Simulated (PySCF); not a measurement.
Geometry relaxation, with input and output: AlH$_{3}$S$_{2}$ (part 3 of 3)

The same run, continued: AlH$_{3}$S$_{2}$, SMILES [SH][AlH][SH]; revPBE/Sapporo-DZP, RKS, dispersion D3(op) (PySCF 2.14.0). The geometry: force field.

Geometry of the input (Å):
```
S  -1.2796  -1.2028  -1.1768
Al 0.4636  0.0394  -0.5001
S  1.3821  -0.3922  1.4995
H  -2.1500  -0.2442  -0.5903
H  1.0569  1.1967  -1.4420
H  0.5690  0.5390  2.1635
```

Output, continued:
```
--------------- DFRKS_Scanner gradients ---------------
         x                y                z
0 S     0.0000182019     0.0000083994     0.0000129966
1 Al    -0.0000012350    -0.0000050535    -0.0000244341
2 S    -0.0000013172    -0.0000032306     0.0000177336
3 H    -0.0000010957    -0.0000040517     0.0000031738
4 H     0.0000005540     0.0000002009     0.0000033849
5 H     0.0000050351     0.0000015605     0.0000023029
----------------------------------------------
cycle 23: E = -1040.43467155  dE = 2.76873e-09  norm(grad) = 3.99261e-05
Step   22 : Displace = 1.329e-04/1.985e-04 (rms/max) Trust = 3.000e-01 (=) Grad = 1.630e-05/2.498e-05 (rms/max) E (change) = -1040.4346715521 (+2.769e-09) Quality = -0.193
Hessian Eigenvalues: 5.95126e-03 6.72250e-03 9.56048e-03 ... 2.29732e-01 2.50266e-01 3.55962e-01

Geometry optimization cycle 24
Cartesian coordinates (Angstrom)
 Atom        New coordinates             dX        dY        dZ
   S  -1.490152  -0.621518  -1.523063   -0.000374  0.000028 -0.000232
  Al   0.247213   0.217654  -0.443702   -0.000336  0.000032 -0.000284
   S   0.382932  -0.134909   1.738454   -0.000339 -0.000005 -0.000277
   H  -2.008433  -1.165069  -0.378540   -0.000246  0.000074 -0.000144
   H   1.351807   1.045669  -1.233051   -0.000312  0.000062 -0.000225
   H   1.558160   0.563111   1.813243   -0.000346  0.000021 -0.000312

WARN: Even tempered Gaussians are generated as DF auxbasis for  S Al H

converged SCF energy = -1040.43467155019
--------------- DFRKS_Scanner gradients ---------------
         x                y                z
0 S     0.0000167264     0.0000083211     0.0000095545
1 Al    -0.0000013906    -0.0000051113    -0.0000273421
2 S    -0.0000032532    -0.0000051723     0.0000220551
3 H     0.0000001236    -0.0000037642     0.0000058270
4 H     0.0000016572     0.0000009387     0.0000040087
5 H     0.0000062838     0.0000026257     0.0000010408
----------------------------------------------
cycle 24: E = -1040.43467155  dE = 1.89084e-09  norm(grad) = 4.30699e-05
Step   23 : Displace = 6.719e-05/1.203e-04 (rms/max) Trust = 6.647e-05 (-) Grad = 1.758e-05/2.785e-05 (rms/max) E (change) = -1040.4346715502 (+1.891e-09) Quality = -0.114
Hessian Eigenvalues: 1.22783e-03 6.31442e-03 9.56541e-03 ... 2.30607e-01 2.51377e-01 3.34396e-01

Geometry optimization cycle 25
Cartesian coordinates (Angstrom)
 Atom        New coordinates             dX        dY        dZ
   S  -1.490371  -0.621510  -1.523220   -0.000219  0.000008 -0.000157
  Al   0.247004   0.217682  -0.443811   -0.000209  0.000029 -0.000109
   S   0.382776  -0.134893   1.738302   -0.000156  0.000016 -0.000152
   H  -2.008596  -1.165029  -0.378660   -0.000163  0.000040 -0.000120
   H   1.351626   1.045679  -1.233153   -0.000181  0.000010 -0.000102
   H   1.558004   0.563126   1.813065   -0.000156  0.000015 -0.000178

WARN: Even tempered Gaussians are generated as DF auxbasis for  S Al H

converged SCF energy = -1040.43467155127
--------------- DFRKS_Scanner gradients ---------------
         x                y                z
0 S     0.0000077501     0.0000037327     0.0000022994
1 Al     0.0000026547    -0.0000039140    -0.0000110867
2 S    -0.0000022601    -0.0000033232     0.0000128757
3 H     0.0000026162    -0.0000023303     0.0000061332
4 H     0.0000031886     0.0000011981     0.0000034350
5 H     0.0000061969     0.0000024693     0.0000015067
----------------------------------------------
cycle 25: E = -1040.43467155  dE = -1.07707e-09  norm(grad) = 2.2947e-05
```

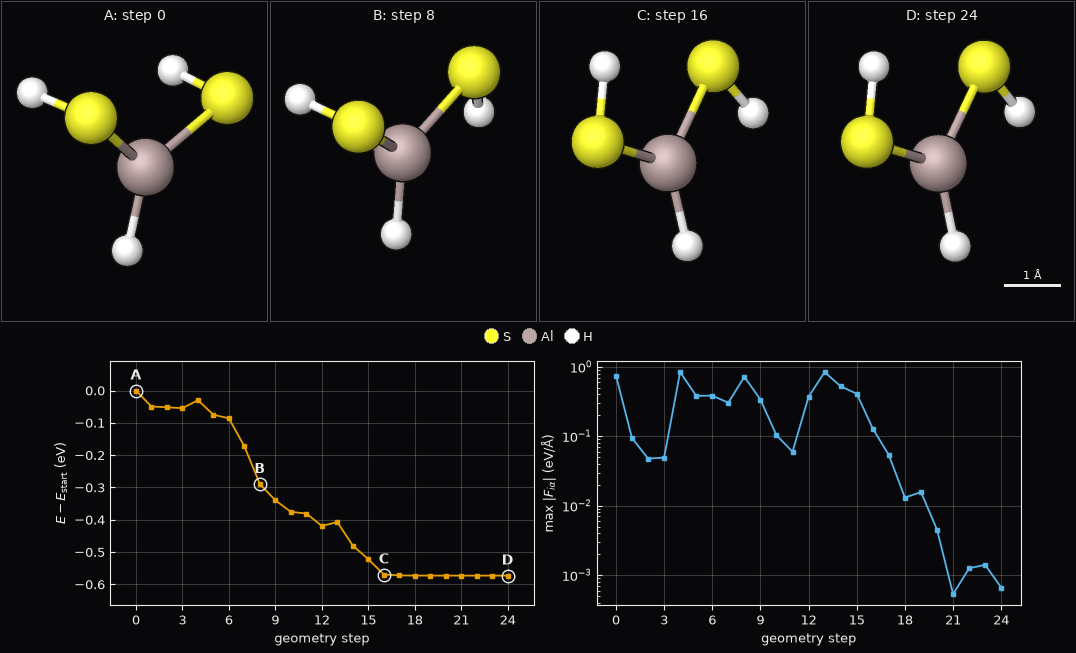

Frames of the relaxation (ball-and-stick view, seen at a tilt) above the curves, on which the letters mark them (steps are counted from 0).

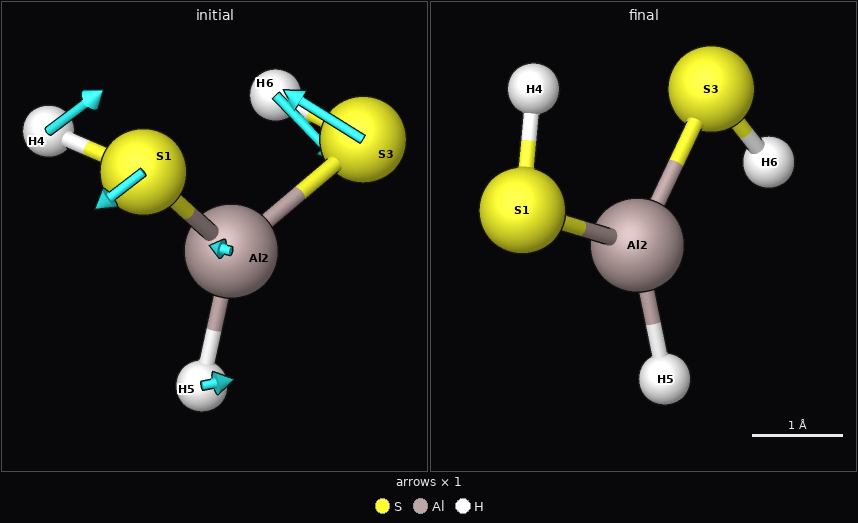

Before (left) and after (right) the relaxation, at one scale (ball-and-stick view, seen at a tilt). The teal arrows give the displacements, at true length. Over 24 geometry steps the energy falls by 0.573 eV. The largest force component goes from 0.75 to 0.00066 eV/Å. S3 moves most after the best rigid fit: 1.07 Å. Largest moves by element: S 1.07 Å, H 1.04 Å, Al 0.29 Å. Among the contacts that change: S1–H4 1.421 → 1.369 Å, S3–H6 1.403 → 1.369 Å, Al2–S3 2.242 → 2.215 Å, Al2–H5 1.606 → 1.590 Å. Among the angles that change: Al2–S1–H4 88.7° → 92.3°. (Atoms are counted from 1 in the order of the input.)

```
Step   24 : Displace = 3.541e-05/4.507e-05 (rms/max) Trust = 3.323e-05 (-) Grad = 9.368e-06/1.349e-05 (rms/max) E (change) = -1040.4346715513 (-1.077e-09) Quality = 0.083
Hessian Eigenvalues: 1.22783e-03 6.31442e-03 9.56541e-03 ... 2.30607e-01 2.51377e-01 3.34396e-01
Converged! =D

converged: True
S          -1.49037066       -0.62150993       -1.52322048
Al          0.24700361        0.21768234       -0.44381058
S           0.38277620       -0.13489299        1.73830171
H          -2.00859585       -1.16502867       -0.37866044
H           1.35162576        1.04567896       -1.23315303
H           1.55800360        0.56312599        1.81306531

WARN: Even tempered Gaussians are generated as DF auxbasis for  S Al H

converged SCF energy = -1040.43467155126
total energy: -1040.43467155 hartree
```

Trajectory as extended XYZ (Å, eV, eV/Å), 25 frames, from step=0 to step=24:
```
6
Properties=species:S:1:pos:R:3:forces:R:3 step=0 energy=-28311.09704
S    -1.2796   -1.2028   -1.1768   -0.5948   0.7497   0.3869
Al    0.4636    0.0394   -0.5001   -0.1138   0.0966   0.0492
S     1.3821   -0.3922    1.4995   -0.3109   0.4529   0.3816
H    -2.1500   -0.2442   -0.5903    0.6757  -0.7040  -0.4298
H     1.0569    1.1967   -1.4420   -0.0447  -0.1271   0.0851
H     0.5690    0.5390    2.1635    0.3902  -0.4667  -0.4736
6
Properties=species:S:1:pos:R:3:forces:R:3 step=1 energy=-28311.14642
S    -1.2999   -1.1801   -1.2033    0.0718  -0.0202   0.0214
Al    0.4317    0.0312   -0.4591    0.0141  -0.0085  -0.0214
S     1.4065   -0.3770    1.5154    0.0307  -0.0945  -0.0115
H    -2.1347   -0.2595   -0.6296   -0.0582   0.0341   0.0204
H     1.0324    1.1718   -1.3953   -0.0100   0.0229   0.0051
H     0.6082    0.5512    2.1249   -0.0480   0.0663  -0.0135
6
Properties=species:S:1:pos:R:3:forces:R:3 step=2 energy=-28311.14874
S    -1.2935   -1.1808   -1.1881    0.0258  -0.0080  -0.0126
Al    0.4421    0.0345   -0.4663   -0.0075  -0.0141   0.0059
S     1.3916   -0.3937    1.5147    0.0246  -0.0477   0.0078
H    -2.1315   -0.2617   -0.6132   -0.0215   0.0135   0.0082
H     1.0387    1.1841   -1.3947   -0.0089   0.0130   0.0071
H     0.5972    0.5553    2.1011   -0.0114   0.0441  -0.0164
6
Properties=species:S:1:pos:R:3:forces:R:3 step=3 energy=-28311.15161
S    -1.2904   -1.1799   -1.1913   -0.0218  -0.0060  -0.0230
Al    0.4461    0.0271   -0.4630   -0.0165   0.0025   0.0141
S     1.3796   -0.4159    1.5210   -0.0292  -0.0085   0.0236
H    -2.1361   -0.2689   -0.6096    0.0282  -0.0146  -0.0072
H     1.0353    1.1959   -1.3723   -0.0086   0.0104   0.0095
H     0.6123    0.5810    2.0693    0.0493   0.0170  -0.0167
6
Properties=species:S:1:pos:R:3:forces:R:3 step=4 energy=-28311.12678
S    -1.2430   -1.1776   -1.2128   -0.5711  -0.0060  -0.1762
Al    0.4691   -0.0230   -0.4065   -0.2798  -0.0613   0.1317
S     1.1465   -0.5891    1.6347   -0.1778   0.8408  -0.2825
H    -2.1950   -0.3564   -0.6107    0.5458  -0.2499  -0.1629
H     0.9922    1.3115   -1.1100    0.0794  -0.0602   0.0654
H     0.9035    0.7920    1.6658    0.4025  -0.4642   0.4250
6
Properties=species:S:1:pos:R:3:forces:R:3 step=5 energy=-28311.17183
S    -1.2754   -1.1765   -1.2287   -0.3284   0.0237  -0.0368
Al    0.4470   -0.0140   -0.4276   -0.0829   0.0688   0.0447
S     1.2946   -0.5197    1.5705   -0.2859   0.3823   0.0358
H    -2.1852   -0.3198   -0.6283    0.3496  -0.1863  -0.1140
H     1.0097    1.2509   -1.2202    0.0004  -0.0062   0.0314
H     0.7688    0.7275    1.8913    0.3478  -0.2826   0.0406
6
Properties=species:S:1:pos:R:3:forces:R:3 step=6 energy=-28311.18296
S    -1.2755   -1.1787   -1.2347   -0.3129  -0.0031  -0.0680
Al    0.4396   -0.0147   -0.4227   -0.0903   0.0644   0.0447
S     1.2740   -0.5291    1.5765   -0.2736   0.3841   0.0345
H    -2.1930   -0.3301   -0.6380    0.3370  -0.1643  -0.0955
H     1.0097    1.2565   -1.1997   -0.0065  -0.0050   0.0286
H     0.8043    0.7444    1.8768    0.3466  -0.2766   0.0574
6
Properties=species:S:1:pos:R:3:forces:R:3 step=7 energy=-28311.26973
S    -1.2891   -1.1921   -1.3196    0.0648  -0.1241  -0.0586
Al    0.3545   -0.0096   -0.3766    0.0372  -0.0332  -0.0285
S     1.2133   -0.5233    1.6179   -0.3046   0.0739  -0.0593
H    -2.2075   -0.3654   -0.7312   -0.0025   0.0290   0.0590
H     0.9782    1.2363   -1.1502   -0.0471   0.0673   0.0567
H     1.0102    0.8016    1.9201    0.2526  -0.0123   0.0301
6
Properties=species:S:1:pos:R:3:forces:R:3 step=8 energy=-28311.38653
S    -1.2769   -1.2572   -1.4082    0.6881  -0.1798   0.0454
Al    0.1752    0.0742   -0.3259    0.4203  -0.2355  -0.0444
S     0.8320   -0.3803    1.7603   -0.7076  -0.7134  -0.1694
H    -2.2026   -0.4372   -0.8860   -0.7182   0.3583   0.2357
H     0.9655    1.2195   -1.0991   -0.0853   0.1214   0.0301
H     1.5678    0.7286    1.9215    0.4019   0.6472  -0.0967
6
Properties=species:S:1:pos:R:3:forces:R:3 step=9 energy=-28311.43655
S    -1.2685   -1.2454   -1.3887    0.2988  -0.0033   0.0727
Al    0.2215    0.0594   -0.3396    0.2147  -0.1515  -0.0390
S     0.8515   -0.4236    1.7389   -0.3373  -0.2038  -0.0944
H    -2.2264   -0.4435   -0.8501   -0.2837   0.0885   0.0946
H     0.9780    1.2396   -1.0953   -0.0565   0.0794   0.0387
H     1.5038    0.7589    1.8995    0.1627   0.1890  -0.0723
6
Properties=species:S:1:pos:R:3:forces:R:3 step=10 energy=-28311.47246
S    -1.2488   -1.2417   -1.3547   -0.0476   0.1035   0.0156
Al    0.2523    0.0783   -0.3612    0.0141  -0.0500  -0.0505
S     0.7096   -0.3723    1.7502    0.0303   0.0876   0.0366
H    -2.2518   -0.4776   -0.8093    0.0444  -0.0797  -0.0027
H     1.0244    1.2594   -1.1004    0.0012   0.0028   0.0113
H     1.5710    0.6929    1.8454   -0.0421  -0.0647  -0.0099
6
Properties=species:S:1:pos:R:3:forces:R:3 step=11 energy=-28311.47760
S    -1.2516   -1.2219   -1.3701   -0.0397   0.0535  -0.0390
Al    0.2674    0.0712   -0.3734   -0.0437   0.0237  -0.0234
S     0.6778   -0.3520    1.7521    0.0389   0.0417   0.0403
H    -2.2541   -0.5007   -0.7713    0.0484  -0.0598   0.0283
H     1.0424    1.2579   -1.1001    0.0318  -0.0279  -0.0078
H     1.5748    0.6828    1.8342   -0.0356  -0.0315   0.0015
6
Properties=species:S:1:pos:R:3:forces:R:3 step=12 energy=-28311.51581
S    -1.3004   -1.0401   -1.4606    0.0137  -0.0380  -0.3700
Al    0.3347    0.0668   -0.4501   -0.2792   0.2831   0.1372
S     0.4681   -0.2057    1.7324    0.0203  -0.1527   0.0893
H    -2.2170   -0.7105   -0.5052    0.0561  -0.0330   0.2074
H     1.2021    1.2183   -1.1254    0.1382  -0.1852  -0.1175
H     1.5687    0.5995    1.7868    0.0519   0.1268   0.0533
6
Properties=species:S:1:pos:R:3:forces:R:3 step=13 energy=-28311.50418
S    -1.4524   -0.6826   -1.4611    0.0318  -0.0176  -0.8396
Al    0.3817    0.0720   -0.5066   -0.4440   0.5241   0.3740
S     0.2732    0.0346    1.6944   -0.1305  -0.3090   0.1234
H    -2.0927   -1.0680   -0.3335    0.0428  -0.0900   0.4312
H     1.3820    1.1234   -1.1579    0.1439  -0.2981  -0.2370
H     1.5647    0.4368    1.7511    0.3556   0.1896   0.1482
6
Properties=species:S:1:pos:R:3:forces:R:3 step=14 energy=-28311.57674
S    -1.3904   -0.8265   -1.5243    0.1328   0.0185  -0.5235
Al    0.3112    0.0867   -0.4535   -0.1548   0.3852   0.2525
S     0.3991   -0.0690    1.7521   -0.3132  -0.3360   0.0422
H    -2.1776   -0.9339   -0.4278   -0.0709  -0.0860   0.3884
H     1.3023    1.1336   -1.1277    0.1001  -0.2164  -0.1751
H     1.6129    0.5307    1.7625    0.3056   0.2333   0.0154
6
Properties=species:S:1:pos:R:3:forces:R:3 step=15 energy=-28311.61906
S    -1.4163   -0.7606   -1.5328    0.0569   0.0467  -0.4096
Al    0.2817    0.1276   -0.4426   -0.0355   0.2834   0.2520
S     0.3944   -0.0598    1.7644   -0.2729  -0.2541  -0.0258
H    -2.1512   -1.0093   -0.4196   -0.0444  -0.0957   0.3027
H     1.3271    1.0979   -1.1481    0.0519  -0.1627  -0.1333
H     1.6211    0.5205    1.7611    0.2435   0.1815   0.0134
6
Properties=species:S:1:pos:R:3:forces:R:3 step=16 energy=-28311.66632
S    -1.4880   -0.6051   -1.5126   -0.0973  -0.0242  -0.0913
Al    0.2344    0.2410   -0.4297    0.0562  -0.0566   0.1291
S     0.3651   -0.0894    1.7621    0.0257   0.0305  -0.1060
H    -2.0169   -1.1835   -0.3906    0.0259   0.0217   0.0222
H     1.3646    1.0247   -1.2268   -0.0057   0.0214  -0.0010
H     1.5937    0.5149    1.7809   -0.0057   0.0071   0.0462
6
Properties=species:S:1:pos:R:3:forces:R:3 step=17 energy=-28311.66917
S    -1.4794   -0.6314   -1.5257   -0.0252   0.0028   0.0002
Al    0.2437    0.2196   -0.4354    0.0154  -0.0180   0.0348
S     0.3841   -0.1257    1.7506    0.0171   0.0206  -0.0535
H    -2.0199   -1.1553   -0.3821    0.0072  -0.0029  -0.0031
H     1.3511    1.0433   -1.2253    0.0016   0.0021   0.0018
H     1.5726    0.5536    1.7994   -0.0171  -0.0046   0.0188
6
Properties=species:S:1:pos:R:3:forces:R:3 step=18 energy=-28311.66960
S    -1.4879   -0.6215   -1.5255    0.0037   0.0032   0.0106
Al    0.2452    0.2163   -0.4376    0.0075   0.0032  -0.0049
S     0.3875   -0.1303    1.7458   -0.0108  -0.0052  -0.0131
H    -2.0119   -1.1645   -0.3836   -0.0047  -0.0043   0.0026
H     1.3503    1.0431   -1.2279    0.0006  -0.0004   0.0018
H     1.5672    0.5609    1.8089    0.0028   0.0038   0.0021
6
Properties=species:S:1:pos:R:3:forces:R:3 step=19 energy=-28311.66970
S    -1.4877   -0.6241   -1.5229    0.0058   0.0045   0.0075
Al    0.2486    0.2179   -0.4425   -0.0046  -0.0040  -0.0157
S     0.3852   -0.1377    1.7385   -0.0019  -0.0002   0.0067
H    -2.0073   -1.1631   -0.3767   -0.0011  -0.0014  -0.0020
H     1.3525    1.0462   -1.2327   -0.0013   0.0004   0.0026
H     1.5574    0.5651    1.8149    0.0020   0.0008   0.0001
6
Properties=species:S:1:pos:R:3:forces:R:3 step=20 energy=-28311.66971
S    -1.4890   -0.6218   -1.5226    0.0014   0.0012   0.0006
Al    0.2481    0.2177   -0.4426   -0.0010  -0.0005  -0.0045
S     0.3842   -0.1350    1.7392   -0.0009  -0.0007   0.0027
H    -2.0077   -1.1652   -0.3782   -0.0006  -0.0004   0.0006
H     1.3527    1.0454   -1.2323   -0.0003   0.0003   0.0003
H     1.5592    0.5632    1.8142    0.0002   0.0003  -0.0005
6
Properties=species:S:1:pos:R:3:forces:R:3 step=21 energy=-28311.66971
S    -1.4893   -0.6216   -1.5226   -0.0003   0.0001  -0.0005
Al    0.2479    0.2176   -0.4430   -0.0002   0.0000  -0.0005
S     0.3837   -0.1349    1.7391   -0.0004  -0.0002   0.0003
H    -2.0079   -1.1652   -0.3783   -0.0001   0.0000   0.0002
H     1.3525    1.0455   -1.2325   -0.0001   0.0001   0.0000
H     1.5590    0.5631    1.8139    0.0000   0.0001  -0.0003
6
Properties=species:S:1:pos:R:3:forces:R:3 step=22 energy=-28311.66971
S    -1.4898   -0.6215   -1.5228   -0.0009  -0.0004  -0.0007
Al    0.2475    0.2176   -0.4434    0.0001   0.0003   0.0013
S     0.3833   -0.1349    1.7387    0.0001   0.0002  -0.0009
H    -2.0082   -1.1651   -0.3784    0.0001   0.0002  -0.0002
H     1.3521    1.0456   -1.2328    0.0000   0.0000  -0.0002
H     1.5585    0.5631    1.8136   -0.0003  -0.0001  -0.0001
6
Properties=species:S:1:pos:R:3:forces:R:3 step=23 energy=-28311.66971
S    -1.4902   -0.6215   -1.5231   -0.0009  -0.0004  -0.0005
Al    0.2472    0.2177   -0.4437    0.0001   0.0003   0.0014
S     0.3829   -0.1349    1.7385    0.0002   0.0003  -0.0011
H    -2.0084   -1.1651   -0.3785    0.0000   0.0002  -0.0003
H     1.3518    1.0457   -1.2331   -0.0001   0.0000  -0.0002
H     1.5582    0.5631    1.8132   -0.0003  -0.0001  -0.0001
6
Properties=species:S:1:pos:R:3:forces:R:3 step=24 energy=-28311.66971
S    -1.4904   -0.6215   -1.5232   -0.0004  -0.0002  -0.0001
Al    0.2470    0.2177   -0.4438   -0.0001   0.0002   0.0006
S     0.3828   -0.1349    1.7383    0.0001   0.0002  -0.0007
H    -2.0086   -1.1650   -0.3787   -0.0001   0.0001  -0.0003
H     1.3516    1.0457   -1.2332   -0.0002  -0.0001  -0.0002
H     1.5580    0.5631    1.8131   -0.0003  -0.0001  -0.0001
```

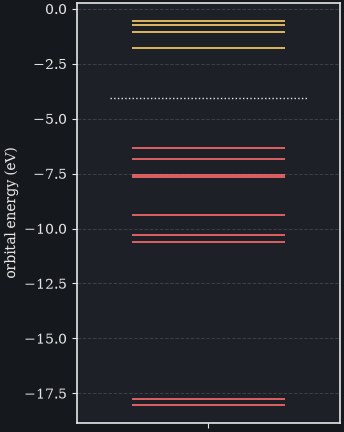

Orbital energies near the frontier; the dotted line parts filled from empty levels, and levels within 0.02 eV of each other stand side by side. Highest filled −6.34 eV, lowest empty −1.79 eV, 4.55 eV apart.

Key numbers:

| quantity | value |
| --- | --- |
| outcome | converged |
| total energy | −1040.434672 hartree |
| dispersion energy | −0.013205 hartree |
| basis functions | 69 |
| HOMO | −6.34 eV |
| LUMO | −1.79 eV |
| dipole moment | 0.90 D |
| hardware | 1 thread of Intel Xeon @ 2.50GHz (Skylake/Cascade Lake), 189 GiB of memory available, shared host |
| wall time | 7.1 min |
| peak memory | 0.72 GiB |
